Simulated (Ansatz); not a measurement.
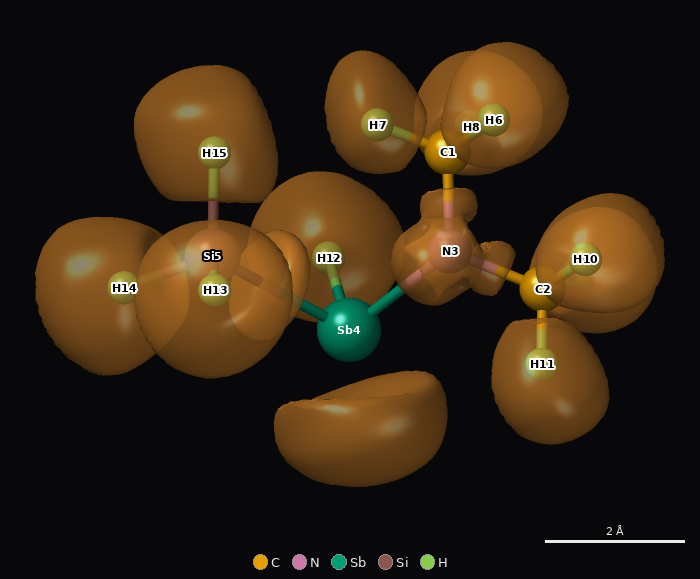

C₂H₁₀NSbSi (SMILES C[N](C)[SbH][SiH3]). Isosurface of the ELF at 0.75 (orange), seen across its widest extent. Only the valence region is drawn (cores and ρ < 0.01 e/Å³ removed).

Geometry: PBE0-D4/def2-SVP; core potentials replace the inner electrons of Sb.

All numbers below come from Ansatz 0.2.0, isolated molecule in a Gaussian basis; Kohn-Sham density functional theory, functional PBE0.

```yaml
atoms:
  - { symbol: C, position_ang: [0.6524, 2.3496, 0.8858] }
  - { symbol: C, position_ang: [2.5475, 1.8273, -0.4956] }
  - { symbol: N, position_ang: [1.1087, 1.8770, -0.3951] }
  - { symbol: Sb, position_ang: [0.1309, 2.4971, -2.1060] }
  - { symbol: Si, position_ang: [-2.1512, 1.4781, -1.4406] }
  - { symbol: H, position_ang: [1.0903, 1.7308, 1.6918] }
  - { symbol: H, position_ang: [-0.4412, 2.2680, 0.9733] }
  - { symbol: H, position_ang: [0.9270, 3.4062, 1.1011] }
  - { symbol: H, position_ang: [3.0499, 2.8085, -0.3460] }
  - { symbol: H, position_ang: [2.9540, 1.1396, 0.2697] }
  - { symbol: H, position_ang: [2.8605, 1.4390, -1.4774] }
  - { symbol: H, position_ang: [-0.3718, 4.0590, -1.5481] }
  - { symbol: H, position_ang: [-2.0703, -0.0092, -1.5622] }
  - { symbol: H, position_ang: [-3.1860, 1.9816, -2.3977] }
  - { symbol: H, position_ang: [-2.5783, 1.8264, -0.0507] }
```

> Identify the bonds, lone pairs and shells in this picture.

The ELF exceeds this value in one region between bonded Sb–Si atoms (shared pairs), ten regions around hydrogen nuclei, one region on N in which the atom's valence shell and bonds are merged and one lobe on Sb, pointing away from the bonds (lone pairs).

Values along the shortest contacts:
C–N (1.44 Å): the ELF peaks at about 0.95 between the atoms, as expected for a covalent bond. Sb–N (2.07 Å): the ELF peaks at about 0.85 in the valence shell of N, 0.7 Å from its nucleus, and drops to about 0.15 between the two atoms.
